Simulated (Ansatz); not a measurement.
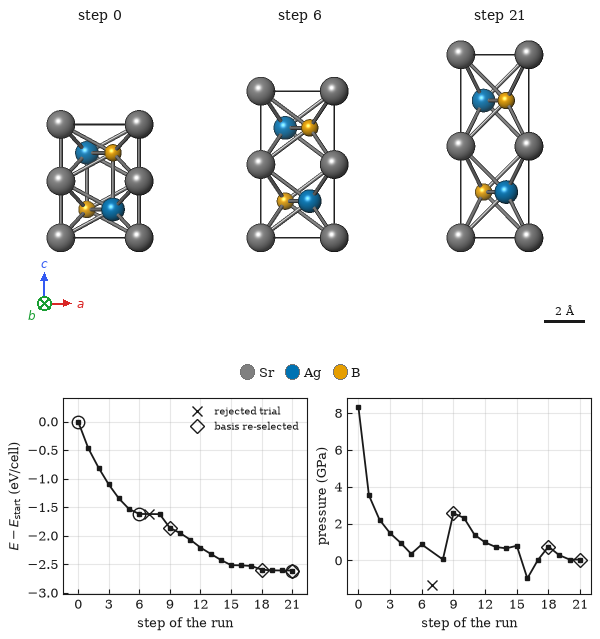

Frames of a relaxation of crystalline SrAgB (a generated structure, set up in P6_3/mmc) (coarse preliminary run), marked on the history of the run. The picture is a ball-and-stick view of the cell of the calculation, seen along the b axis.

Level of theory: DFT PBE, scalar-relativistic, plane waves, PAW (Ansatz 0.2.0). Set-up: plane-wave cutoff 420 eV; k-point mesh 6 × 6 × 4; occupations gaussian; smearing width 0.1 eV; no spin polarisation; cell and atoms relaxed; force threshold 0.04 eV/Å; at most 70 steps.

What happens along the run?

Over 17 accepted moves (21 points after the start) the energy falls by 2.609 eV per cell of the calculation. All forces vanish by symmetry, so only the cell relaxes. Pressure: 8.35 GPa at the start and 0.05 GPa at the end. The line search rejected the trial step at point 7 of the run. The SCF was repeated 3 times at an unchanged geometry on a basis and grid sized afresh for the cell, which shifted the energy by 0.241 eV per cell of the calculation at most. The atoms keep their places relative to the cell (all moves are under 0.005 Å). The drawn cell changes as follows: a = b 4.560 → 3.967 Å (−13.0 %), c 5.722 → 9.243 Å (+61.5 %); the volume changes by +22.2 %. Near-neighbour distances that change, for instance: Ag–B 2.861 → 4.622 Å, Sr–Sr 2.861 → 4.622 Å, Ag–B 2.633 → 2.290 Å, B–Sr 2.996 → 3.253 Å. Bonds break: Sr–Sr (2.86 → 4.62 Å). The space group stays P6_3/mmc (No. 194). From step 0 to 6: volume +13.7 %, energy −1.618 eV per cell of the calculation. From step 6 to 21: volume +7.5 %, energy −0.991 eV per cell of the calculation.

```json
{"step": "0", "E − E(0), meV/atom": "0.00", "pressure, GPa": "8.35", "volume, Å³/atom": "17.171", "note": ""}
{"step": "1", "E − E(0), meV/atom": "-78.33", "pressure, GPa": "3.53", "volume, Å³/atom": "18.359", "note": ""}
{"step": "2", "E − E(0), meV/atom": "-134.56", "pressure, GPa": "2.22", "volume, Å³/atom": "18.967", "note": ""}
{"step": "3", "E − E(0), meV/atom": "-183.54", "pressure, GPa": "1.48", "volume, Å³/atom": "19.417", "note": ""}
{"step": "4", "E − E(0), meV/atom": "-224.54", "pressure, GPa": "0.96", "volume, Å³/atom": "19.710", "note": ""}
{"step": "5", "E − E(0), meV/atom": "-255.52", "pressure, GPa": "0.36", "volume, Å³/atom": "19.871", "note": ""}
{"step": "6", "E − E(0), meV/atom": "-269.74", "pressure, GPa": "0.87", "volume, Å³/atom": "19.525", "note": ""}
{"step": "7", "E − E(0), meV/atom": "-268.62", "pressure, GPa": "-1.35", "volume, Å³/atom": "20.025", "note": "rejected"}
{"step": "8", "E − E(0), meV/atom": "-270.24", "pressure, GPa": "0.05", "volume, Å³/atom": "19.727", "note": ""}
{"step": "9", "E − E(0), meV/atom": "-310.35", "pressure, GPa": "2.57", "volume, Å³/atom": "19.727", "note": "same geometry, new basis"}
{"step": "10", "E − E(0), meV/atom": "-325.38", "pressure, GPa": "2.31", "volume, Å³/atom": "19.853", "note": ""}
{"step": "11", "E − E(0), meV/atom": "-344.81", "pressure, GPa": "1.39", "volume, Å³/atom": "20.194", "note": ""}
{"step": "12", "E − E(0), meV/atom": "-367.77", "pressure, GPa": "0.98", "volume, Å³/atom": "20.401", "note": ""}
{"step": "13", "E − E(0), meV/atom": "-386.07", "pressure, GPa": "0.73", "volume, Å³/atom": "20.523", "note": ""}
{"step": "14", "E − E(0), meV/atom": "-403.86", "pressure, GPa": "0.66", "volume, Å³/atom": "20.533", "note": ""}
{"step": "15", "E − E(0), meV/atom": "-419.14", "pressure, GPa": "0.80", "volume, Å³/atom": "20.476", "note": ""}
{"step": "16", "E − E(0), meV/atom": "-419.82", "pressure, GPa": "-0.97", "volume, Å³/atom": "20.989", "note": ""}
{"step": "17", "E − E(0), meV/atom": "-421.60", "pressure, GPa": "0.03", "volume, Å³/atom": "20.696", "note": ""}
{"step": "18", "E − E(0), meV/atom": "-432.36", "pressure, GPa": "0.76", "volume, Å³/atom": "20.696", "note": "same geometry, new basis"}
{"step": "19", "E − E(0), meV/atom": "-434.47", "pressure, GPa": "0.29", "volume, Å³/atom": "20.890", "note": ""}
{"step": "20", "E − E(0), meV/atom": "-434.74", "pressure, GPa": "0.05", "volume, Å³/atom": "20.992", "note": ""}
{"step": "21", "E − E(0), meV/atom": "-434.84", "pressure, GPa": "0.05", "volume, Å³/atom": "20.992", "note": "same geometry, new basis"}
```
